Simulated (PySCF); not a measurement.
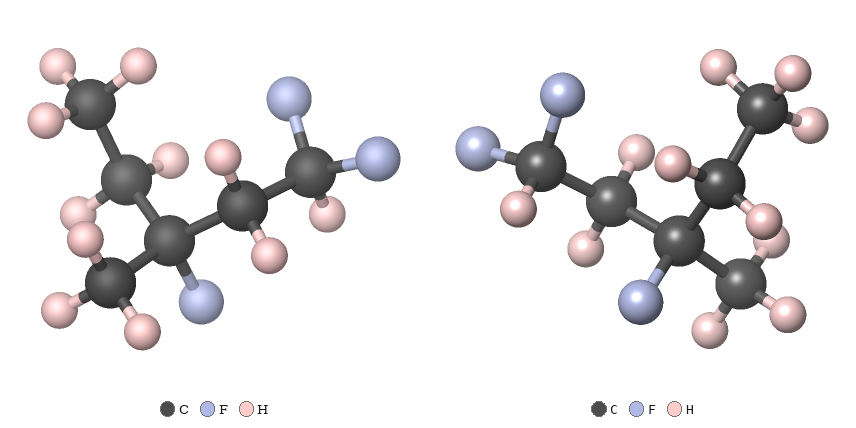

Two views of one molecule.

What is the molecular formula?

Answer. C₆H₁₁F₃, 20 atoms: 6 carbon, 11 hydrogen and 3 fluorine.

Name some functional groups or characteristic bonds that it holds.

Answer. Among them: C–F bond.

Give the symmetry (Schoenflies symbol).

Answer. C1.

How many bonds of each kind are drawn?

Answer. 11 C–H, 5 C–C, 3 C–F.

More results for the same structure follow; atom numbers are the same in all pictures, views and colours differ. Computed geometry: PBE0-D3(BJ)/def2-SVP optimisation. No frequency run is at hand to confirm it as a minimum.

Geometry

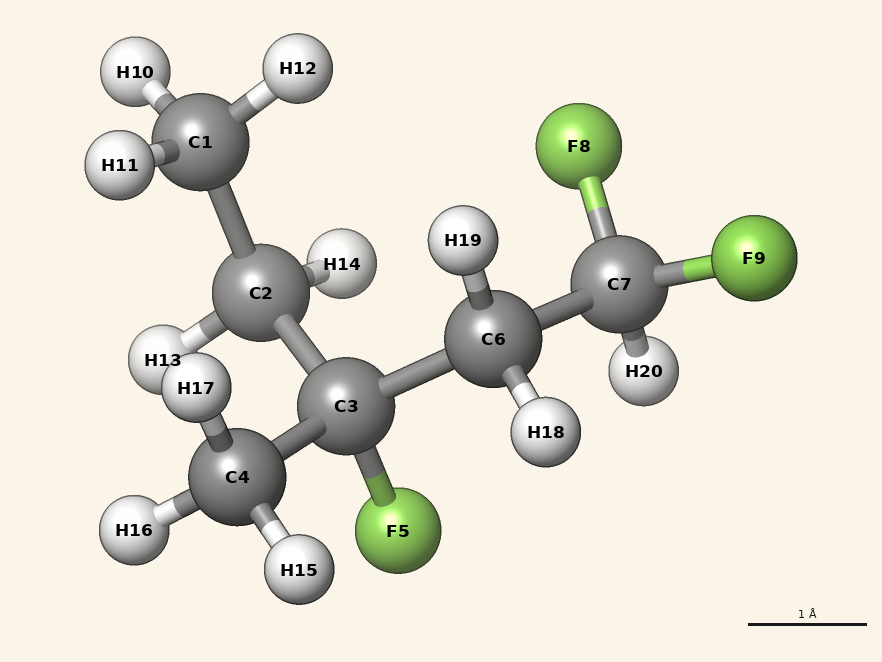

Numbered structure. No frequency run is at hand to confirm it as a minimum.

Give these bond angles: C2–C1–H10, C3–C2–H14, C3–C4–H15, C3–C4–H16, C3–C4–H17, C3–C6–H19, C6–C7–F8, C6–C7–F9, C7–C6–H18, F8–C7–F9, F8–C7–H20, F9–C7–H20.

```csv
angle,degrees
C2–C1–H10,110.3
C3–C2–H14,107.9
C3–C4–H15,110.0
C3–C4–H16,110.1
C3–C4–H17,111.3
C3–C6–H19,111.0
C6–C7–F8,111.1
C6–C7–F9,109.5
C7–C6–H18,106.8
F8–C7–F9,107.0
F8–C7–H20,108.0
F9–C7–H20,108.5
```

NMR shielding

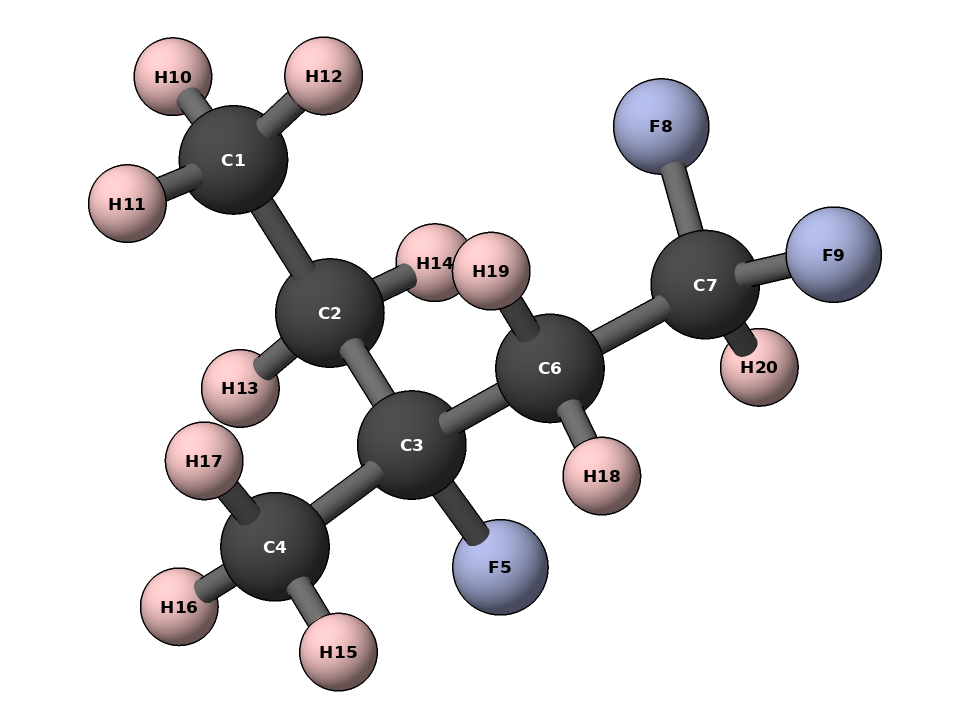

No frequency run is at hand to confirm it as a minimum. Method: GIAO PBE0/pcSseg-1 NMR shielding, non-relativistic, IEF-PCM acetone (PySCF 2.14.0). Principal shieldings σ11 ≤ σ22 ≤ σ33, span Ω = σ33 − σ11, skew κ = 3(σiso − σ22)/Ω.

Which C atom has the most anisotropic shielding?

Answer. C3, with a span of 93 ppm.

Give the shielding tensors of the C atoms.

```csv
atom,σ11,σ22,σ33,σiso,Ω,κ
C1,166.7,169.2,186.1,174.0,19.4,0.74
C2,135.2,147.5,169.2,150.6,34.0,0.27
C3,55.1,63.8,147.6,88.8,92.5,0.81
C4,137.2,147.7,187.2,157.4,50.0,0.58
C6,121.5,137.5,166.6,141.9,45.1,0.29
C7,43.3,66.0,85.6,65.0,42.3,−0.07
```

Shieldings and span in ppm.

Excitation

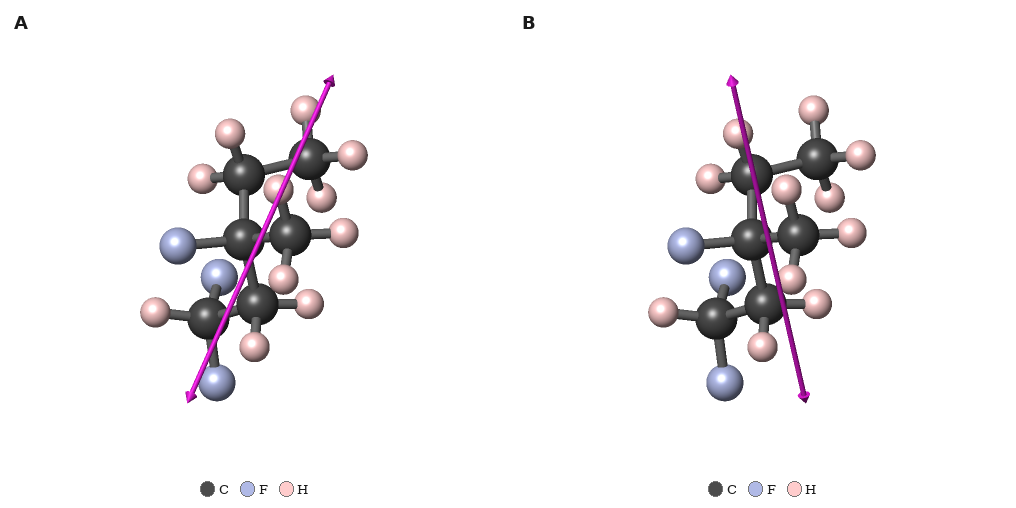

The double arrows show the directions of two transition dipoles from the ground state (lengths mean nothing). No frequency run is at hand to confirm it as a minimum. Method: TDDFT CAM-B3LYP/def2-SVPD, vertical, gas phase, core orbitals frozen in the response (PySCF 2.14.0).

One belongs to singlet state 2 and one to singlet state 5. Which is which?

Answer. A: state 5, 9.70 eV (128 nm), oscillator strength 0.023, of mixed character, with the largest part HOMO → LUMO+2 (weight 0.25).
B: state 2, 9.23 eV (134 nm), oscillator strength 0.017, mainly HOMO−1 → LUMO (weight 0.86).

Charges

The questions are on Mulliken charges. No frequency run is at hand to confirm it as a minimum. Method: PBE0/pcSseg-1, gas phase (PySCF 2.14.0).

Give the Mulliken charges atom by atom.

```
atom  value (e)
  C1      −0.30
  C2      −0.19
  C3      −0.07
  C4      −0.19
  F5      −0.34
  C6      −0.23
  C7       0.55
  F8      −0.31
  F9      −0.30
 H10       0.13
 H11       0.11
 H12       0.13
 H13       0.13
 H14       0.13
 H15       0.13
 H16       0.13
 H17       0.12
 H18       0.15
 H19       0.14
 H20       0.10
```

Mulliken values depend strongly on the basis set and can even reverse the polarity of a bond.
